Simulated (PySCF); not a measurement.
**C₄F₈: NMR shifts and electronic excitations in gas and solvents**

Aim: compute the NMR shifts and electronic excitations of C₄F₈ (`FC(F)=C(F)C(F)(F)C(F)(F)F`), and see what a dielectric continuum does where one was used.

The runs use PySCF 2.14.0, with density-fitted response routines of our own; the level of theory stands in each step. All values are computed, except where a source is named. Atoms count from 0, in the outputs and in this text.

## Step 1: Starting geometry

12 atoms, charge 0, multiplicity 1; geometry from: GFN2-xTB.

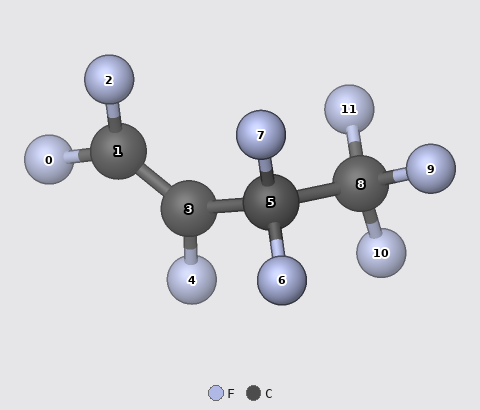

The starting geometry (fluorine light blue, carbon dark grey), atoms numbered.

## Step 2: Relaxing the molecule at PBE0-D3(BJ)/def2-SVP

The job: settings as JSON, then the geometry in Å.

```
{"job": {"xc": "PBE0", "basis": "def2-SVP", "d3": "d3bj", "grid": 1, "kind": "geom"}, "charge": 0, "multiplicity": 1}
F     -3.127549    -0.024745    -0.418412
C     -1.972311     0.310461     0.102869
F     -2.033582     1.479738     0.689028
C     -0.878472    -0.448614     0.029171
F     -0.926216    -1.626600    -0.604672
C      0.482371    -0.114161     0.600105
F      0.908094    -1.090895     1.427904
F      0.443019     1.018958     1.323660
C      1.544442     0.073698    -0.532664
F      2.699538     0.499813    -0.044796
F      1.758833    -1.058469    -1.189910
F      1.103030     0.980130    -1.408310
```

Launch:

```console
$ OMP_NUM_THREADS=1 python probes_run.py task.json out
```

The driver reads the jobs from task.json and runs them one after another.

What it wrote:

```text
step   0  E = -949.48196638  max force = 0.012611
step   1  E = -949.48300615  max force = 0.005455
step   2  E = -949.48332110  max force = 0.002977
step   3  E = -949.48335991  max force = 0.002070
step   4  E = -949.48342881  max force = 0.000925
step   5  E = -949.48344720  max force = 0.001275
step   6  E = -949.48349195  max force = 0.001265
step   7  E = -949.48355742  max force = 0.001441
step   8  E = -949.48358103  max force = 0.000963
step   9  E = -949.48359420  max force = 0.000566
step  10  E = -949.48359955  max force = 0.001805
step  11  E = -949.48360460  max force = 0.001575
step  12  E = -949.48360735  max force = 0.000454
step  13  E = -949.48360823  max force = 0.000127
optimisation converged
```

It took 7.2 min on 1 thread, shared host.

Along the way:

```
step  energy from step 0 (eV)  largest force component (eV/Å)
   0                   0.0000                          0.6485
   1                  -0.0283                          0.2805
   2                  -0.0369                          0.1531
   3                  -0.0379                          0.1064
   4                  -0.0398                          0.0476
   5                  -0.0403                          0.0656
   6                  -0.0415                          0.0650
   7                  -0.0433                          0.0741
   8                  -0.0439                          0.0495
   9                  -0.0443                          0.0291
  10                  -0.0444                          0.0928
  11                  -0.0446                          0.0810
  12                  -0.0447                          0.0233
  13                  -0.0447                          0.0065
```

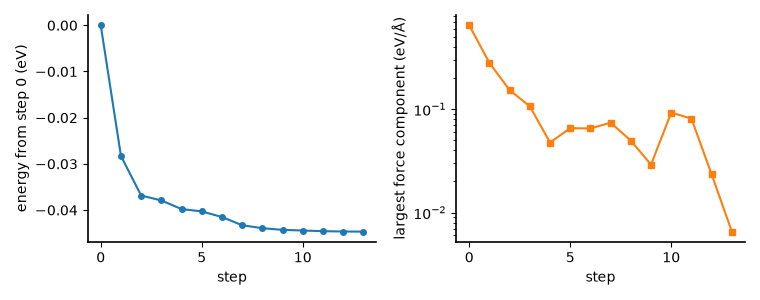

Energy and largest force along the relaxation.

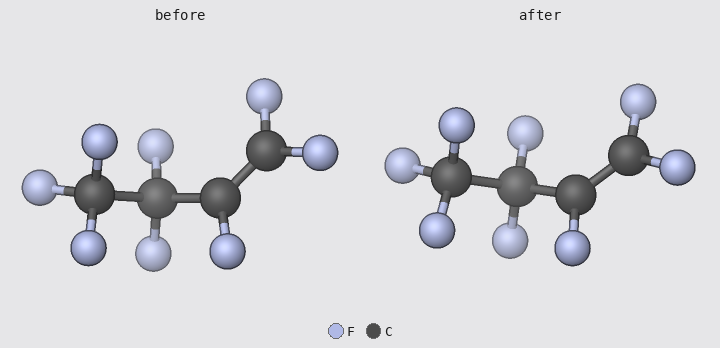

The geometry before (left) and after (right).

Close pairs (by a distance rule), those that changed most:

```
  bond  before (Å)  after (Å)  change (Å)
 C5–C8       1.564      1.547      -0.017
 C3–C5       1.513      1.497      -0.016
 C1–F2       1.309      1.299      -0.011
 F0–C1       1.311      1.301      -0.010
 C3–F4       1.339      1.329      -0.010
C8–F11       1.335      1.328      -0.008
 C5–F7       1.345      1.339      -0.006
 C5–F6       1.349      1.345      -0.004
```

The end geometry stands in the next job.

```
                         at the end point                value
  point group (found at 0.08 Å tolerance)                   C1
rotational constants (GHz, main isotopes)  1.526, 0.673, 0.619
                        dipole moment (D)                 1.07
```

## Step 3: NMR shieldings: PBE0/pcSseg-1 in chloroform

The job: settings as JSON, then the geometry in Å.

```
{"job": {"kind": "nmr", "xc": "PBE0", "basis": "pcSseg-1", "solvent": "chloroform", "pop": true}, "charge": 0, "multiplicity": 1}
F     -3.045063    -0.489988    -0.612026
C     -2.013823     0.032439    -0.015784
F     -2.303534     1.141760     0.594221
C     -0.806948    -0.539211    -0.053333
F     -0.652815    -1.674012    -0.727438
C      0.444802    -0.039491     0.599129
F      0.929172    -0.977585     1.432843
F      0.198998     1.075495     1.299013
C      1.567284     0.290443    -0.413392
F      2.609073     0.803751     0.219997
F      1.948557    -0.801173    -1.058388
F      1.120625     1.177335    -1.294886
```

Level: GIAO PBE0/pcSseg-1 NMR shielding, non-relativistic, IEF-PCM chloroform.

What it wrote:

```text
coarse grid: 13032 points
cycle   1  E = -949.7346099228  dE =  2.435e+00  |g| = 1.290e+00  |ddm| = 3.311e+00
cycle   2  E = -949.3852318649  dE =  3.494e-01  |g| = 2.024e+00  |ddm| = 1.756e+00
cycle   3  E = -950.0050571406  dE = -6.198e-01  |g| = 9.750e-02  |ddm| = 1.139e+00
cycle   4  E = -950.0056910589  dE = -6.339e-04  |g| = 7.170e-02  |ddm| = 1.019e-01
cycle   5  E = -950.0066995810  dE = -1.009e-03  |g| = 1.430e-02  |ddm| = 5.586e-02
cycle   6  E = -950.0067379853  dE = -3.840e-05  |g| = 4.062e-03  |ddm| = 1.250e-02
cycle   7  E = -950.0067406552  dE = -2.670e-06  |g| = 1.265e-03  |ddm| = 3.728e-03
final grid: 137664 points
cycle   8  E = -950.1267613360  dE = -6.687e-05  |g| = 7.574e-03  |ddm| = 2.644e-02
cycle   9  E = -950.1267507113  dE =  1.062e-05  |g| = 1.158e-02  |ddm| = 1.175e-02
cycle  10  E = -950.1267712339  dE = -2.052e-05  |g| = 5.011e-04  |ddm| = 6.630e-03
cycle  11  E = -950.1267712674  dE = -3.352e-08  |g| = 2.830e-04  |ddm| = 5.456e-04
cycle  12  E = -950.1267712804  dE = -1.297e-08  |g| = 1.002e-04  |ddm| = 2.550e-04
cycle  13  E = -950.1267712825  dE = -2.170e-09  |g| = 1.790e-05  |ddm| = 8.435e-05
cycle  14  E = -950.1267712826  dE = -4.638e-11  |g| = 7.602e-06  |ddm| = 1.627e-05
converged SCF energy = -950.1267712826

GIAO shielding tensors (ppm)
atom      isotropic    diamagn.    paramagn.     s11        s22        s33       span
  0 F      262.821     468.351    -205.530    225.171    269.752    293.540     68.369
  1 C       18.474     249.646    -231.172    -47.601     41.564     61.460    109.061
  2 F      279.350     472.673    -193.323    269.534    276.842    291.674     22.140
  3 C       57.657     253.573    -195.916     20.601     58.401     93.968     73.367
  4 F      385.724     471.821     -86.097    319.129    413.600    424.444    105.314
  5 C       71.586     238.545    -166.960     54.581     76.883     83.292     28.711
  6 F      308.227     471.581    -163.354    227.858    344.677    352.145    124.286
  7 F      328.643     472.565    -143.921    245.222    350.826    389.882    144.659
  8 C       60.252     243.741    -183.489     50.307     63.197     67.252     16.945
  9 F      278.261     468.938    -190.677    205.731    276.308    352.745    147.014
 10 F      270.909     471.747    -200.838    200.208    271.392    341.129    140.921
 11 F      270.538     473.477    -202.939    198.817    267.854    344.944    146.127
```

Run time: 90 s. Hardware: 1 thread, shared host.

Shifts follow as δ = σ(reference) − σ, with reference shieldings (ppm) from runs at the same level and on the same kind of geometry: 13C TMS 185.2, 19F CFCl3 179.6. The references are single molecules in the same continuum, so shifts against H2O, NH3, PH3, H3PO4 or CFCl3 are not on the usual liquid scales and can be off by tens of ppm. Atoms listed in one row are averaged.

```
       atoms                                         environment  σ (ppm)  δ (ppm)
          C1                     fully substituted alkene carbon     18.5    166.7
          C3                     fully substituted alkene carbon     57.7    127.5
          C8                                          CF3 carbon     60.3    124.9
          C5  allylic fully substituted sp3 carbon bonded to 2 F     71.6    113.6
          F0                                    vinylic fluorine    262.8    -83.2
F9, F10, F11                             fluorine of a CF3 group    273.2    -93.6
          F2                                    vinylic fluorine    279.4    -99.7
      F6, F7                             fluorine of a CF2 group    318.4   -138.8
          F4                                    vinylic fluorine    385.7   -206.1
```

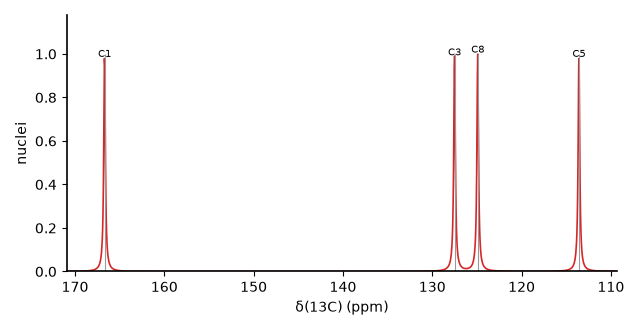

13C lines at the computed shifts, without couplings. Lines are broadened to a width of 0.21 ppm (Lorentzian).

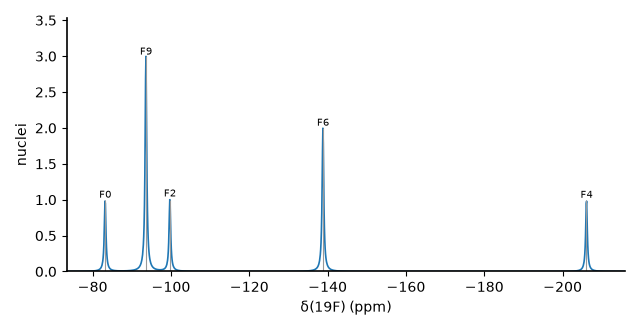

19F lines at the computed shifts, without couplings. Lines are broadened to a width of 0.49 ppm (Lorentzian).

The run also stored atomic charges by several schemes (e):

```
       atoms  Mulliken    IAO  Hirshfeld  ESP fit
          F0     -0.21  -0.21      -0.04    -0.12
          C1      0.62   0.56       0.18     0.45
          F2     -0.20  -0.21      -0.04    -0.12
          C3      0.04   0.13       0.00    -0.06
          F4     -0.25  -0.24      -0.07    -0.12
          C5      0.46   0.52       0.15     0.20
      F6, F7     -0.27  -0.27      -0.08    -0.13
          C8      0.82   0.79       0.24     0.46
F9, F10, F11     -0.25  -0.26      -0.08    -0.14
```

ESP fit charges:

```
atom  value (e)
  F0      -0.12
  C1       0.45
  F2      -0.12
  C3      -0.06
  F4      -0.12
  C5       0.20
  F6      -0.12
  F7      -0.13
  C8       0.46
  F9      -0.14
 F10      -0.13
 F11      -0.16
```

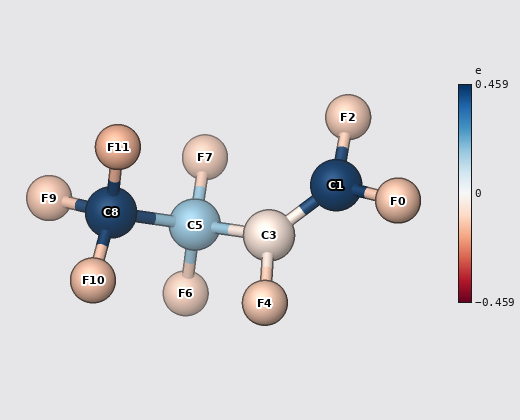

ESP fit charges, as colours on the atoms.

Mayer bond orders: F0–C1 1.04, C1–F2 1.07, C1–C3 1.70, C3–F4 0.96, C3–C5 0.92, C5–F6 0.95, C5–F7 0.98, C5–C8 0.91, C8–F9 1.03, C8–F10 1.03, C8–F11 1.02.

## Step 4: Ultraviolet spectrum: PBE0/def2-SVPD

Settings changed since step 3:

```diff
@@ -1,2 +1,2 @@
-{"job": {"kind": "nmr", "xc": "PBE0", "basis": "pcSseg-1", "solvent": "chloroform", "pop": true}, "charge": 0, "multiplicity": 1}
+{"job": {"kind": "uv", "xc": "PBE0", "basis": "def2-SVPD", "dynamic": true, "nstates": 6, "ntriplets": 0}, "charge": 0, "multiplicity": 1}
 F     -3.045063    -0.489988    -0.612026
```

Level: TDDFT PBE0/def2-SVPD, vertical, gas phase, core orbitals frozen in the response.

What it wrote:

```text
coarse grid: 13032 points
cycle   1  E = -949.1579208098  dE =  2.368e+00  |g| = 1.216e+00  |ddm| = 5.021e+00
cycle   2  E = -948.8214125672  dE =  3.365e-01  |g| = 1.918e+00  |ddm| = 3.005e+00
cycle   3  E = -949.4125400967  dE = -5.911e-01  |g| = 1.087e-01  |ddm| = 1.945e+00
cycle   4  E = -949.4136430156  dE = -1.103e-03  |g| = 7.034e-02  |ddm| = 2.089e-01
cycle   5  E = -949.4146083265  dE = -9.653e-04  |g| = 1.691e-02  |ddm| = 1.063e-01
cycle   6  E = -949.4146652888  dE = -5.696e-05  |g| = 5.059e-03  |ddm| = 2.827e-02
cycle   7  E = -949.4146700202  dE = -4.731e-06  |g| = 1.368e-03  |ddm| = 7.302e-03
final grid: 137664 points
cycle   8  E = -949.5376124098  dE = -4.886e-05  |g| = 8.278e-03  |ddm| = 1.032e-01
cycle   9  E = -949.5375980054  dE =  1.440e-05  |g| = 1.266e-02  |ddm| = 2.209e-02
cycle  10  E = -949.5376242290  dE = -2.622e-05  |g| = 4.622e-04  |ddm| = 1.184e-02
cycle  11  E = -949.5376242547  dE = -2.571e-08  |g| = 2.871e-04  |ddm| = 1.029e-03
cycle  12  E = -949.5376242686  dE = -1.388e-08  |g| = 6.213e-05  |ddm| = 3.391e-04
cycle  13  E = -949.5376242693  dE = -7.460e-10  |g| = 1.834e-05  |ddm| = 1.150e-04
converged SCF energy = -949.5376242693

Static polarisability (au): isotropic 55.462, principal 45.239 52.420 68.725

Singlet excitations
state   eV       nm        f      main configurations
  1   6.8294    181.5   0.00402   H->L+1 0.89
  2   7.3867    167.8   0.34673   H->L 0.82, H->L+2 0.11
  3   7.5622    164.0   0.08507   H->L+2 0.78, H->L 0.12
  4   8.6217    143.8   0.00550   H-1->L 0.96
  5   8.7521    141.7   0.00317   H->L+3 0.93
  6   9.1601    135.4   0.01943   H->L+4 0.86
```

It took 2.9 min on 1 thread, shared host.

Frontier orbitals and where they lie:

```
orbital      eV                        atoms
 HOMO−3  -12.66  F10 28 %, F11 27 %, F9 19 %
 HOMO−2  -12.47   F4 28 %, F7 18 %, F11 10 %
 HOMO−1  -10.96    F6 18 %, F7 16 %, C5 15 %
   HOMO   -8.46    C3 33 %, C1 25 %, F4 16 %
   LUMO   -0.85     C1 32 %, C3 24 %, F0 9 %
 LUMO+1    0.16    C3 20 %, F4 16 %, C1 16 %
 LUMO+2    0.41    C1 29 %, F2 15 %, F7 11 %
```

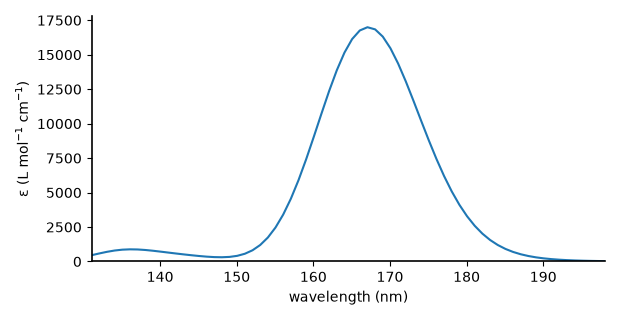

Absorption spectrum: each of the 6 states is a Gaussian band of 0.4 eV half-width at 1/e. Beyond the last state computed it falls off for lack of states.

Ground-state properties from the same run:

```
           property  computed
  dipole moment (D)      1.08
polarisability (Å³)      8.22
 HOMO–LUMO gap (eV)      7.61
      −ε(HOMO) (eV)      8.46
C6 with itself (au)      1756
```

## Step 5: TDDFT and polarisability: PBE0/def2-SVPD in chloroform

Settings changed since step 4:

```diff
@@ -1,2 +1,2 @@
-{"job": {"kind": "uv", "xc": "PBE0", "basis": "def2-SVPD", "dynamic": true, "nstates": 6, "ntriplets": 0}, "charge": 0, "multiplicity": 1}
+{"job": {"kind": "uv", "xc": "PBE0", "basis": "def2-SVPD", "solvent": "chloroform", "nstates": 6, "ntriplets": 0}, "charge": 0, "multiplicity": 1}
 F     -3.045063    -0.489988    -0.612026
```

Method: TDDFT PBE0/def2-SVPD, vertical, IEF-PCM chloroform (non-equilibrium linear response), core orbitals frozen in the response.

What it wrote:

```text
coarse grid: 13032 points
cycle   1  E = -949.1641666001  dE =  2.362e+00  |g| = 1.204e+00  |ddm| = 5.026e+00
cycle   2  E = -948.8540875134  dE =  3.101e-01  |g| = 1.866e+00  |ddm| = 2.971e+00
cycle   3  E = -949.4145481256  dE = -5.605e-01  |g| = 1.030e-01  |ddm| = 1.904e+00
cycle   4  E = -949.4155869020  dE = -1.039e-03  |g| = 6.409e-02  |ddm| = 1.942e-01
cycle   5  E = -949.4164027688  dE = -8.159e-04  |g| = 1.604e-02  |ddm| = 1.006e-01
cycle   6  E = -949.4164558271  dE = -5.306e-05  |g| = 3.708e-03  |ddm| = 2.533e-02
cycle   7  E = -949.4164581965  dE = -2.369e-06  |g| = 1.282e-03  |ddm| = 5.544e-03
final grid: 137664 points
cycle   8  E = -949.5394055002  dE = -4.899e-05  |g| = 8.266e-03  |ddm| = 1.031e-01
cycle   9  E = -949.5393920206  dE =  1.348e-05  |g| = 1.245e-02  |ddm| = 2.162e-02
cycle  10  E = -949.5394172234  dE = -2.520e-05  |g| = 4.407e-04  |ddm| = 1.151e-02
cycle  11  E = -949.5394172472  dE = -2.379e-08  |g| = 2.765e-04  |ddm| = 1.090e-03
cycle  12  E = -949.5394172616  dE = -1.440e-08  |g| = 6.632e-05  |ddm| = 3.984e-04
cycle  13  E = -949.5394172626  dE = -9.722e-10  |g| = 1.984e-05  |ddm| = 1.290e-04
converged SCF energy = -949.5394172626

Static polarisability (au): isotropic 64.455, principal 52.436 61.258 79.672

Singlet excitations
state   eV       nm        f      main configurations
  1   6.7641    183.3   0.00457   H->L+1 0.92
  2   7.2453    171.1   0.44591   H->L 0.91
  3   7.5324    164.6   0.05141   H->L+2 0.88
  4   8.5992    144.2   0.00519   H->L+3 0.93
  5   8.7064    142.4   0.00662   H-1->L 0.95
  6   9.0442    137.1   0.02365   H->L+4 0.86
```

It took 2.2 min on 1 thread, shared host.

In short: HOMO -8.25 eV, LUMO -0.66 eV; lowest singlet 6.76 eV.

## Step 6: Side by side: electronic excitations

Excitations and ground-state properties, with basis size and wall time:

```
                         run  lowest singlet (eV)  brightest (eV)      f  gap (eV)  α (Å³)  μ (D)  functions     time
              PBE0/def2-SVPD                 6.83            7.39  0.347      7.61    8.22   1.08        264  2.9 min
PBE0/def2-SVPD in chloroform                 6.76            7.25  0.446      7.60    9.55   1.27        264  2.2 min
```

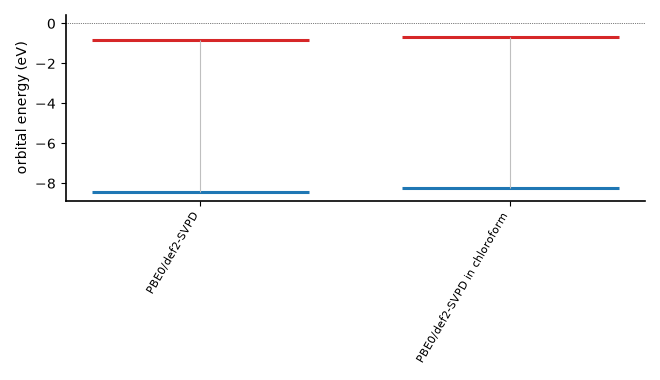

HOMO (blue) and LUMO (red) run by run.

## Step 7: What came out

| quantity | value |
| --- | --- |
| point group | C1 |
| rotational constants (main isotopes) | 1.53, 0.67, 0.62 GHz |
| 13C shifts against TMS (PBE0/pcSseg-1, chloroform) | 166.7, 127.5, 124.9, 113.6 ppm |
| 19F shifts against CFCl3 (PBE0/pcSseg-1, chloroform, means over atoms taken as alike) | -83.2, -93.6, -99.7, -138.8, -206.1 ppm |
| lowest singlet (PBE0/def2-SVPD) | 6.83 eV (182 nm), f = 0.004 |
| brightest single state of those computed | state 2, 7.39 eV, f = 0.347 |
| range of the lowest singlet | 6.76 to 6.83 eV |

What this shows: The optimisation took 13 steps and gained 0.045 eV; among the close pairs (by a distance rule), C5–C8 changed most, from 1.564 to 1.547 Å. No frequency check was run at this level, so the end point may be a saddle. At PBE0/pcSseg-1: The largest span, 145 ppm, is at F9, F10, F11, where the paramagnetic term is -198 ppm. The first singlet state (HOMO→LUMO+1 0.89) lies at 6.83 eV and is weak; of the 6 states computed, the strongest absorption comes from state 2 at 7.39 eV. The lowest singlet runs from 6.76 eV (PBE0/def2-SVPD in chloroform) to 6.83 eV (PBE0/def2-SVPD), while the orbital gap spans 7.60 to 7.61 eV. The lowest state need not be the same one in every run.
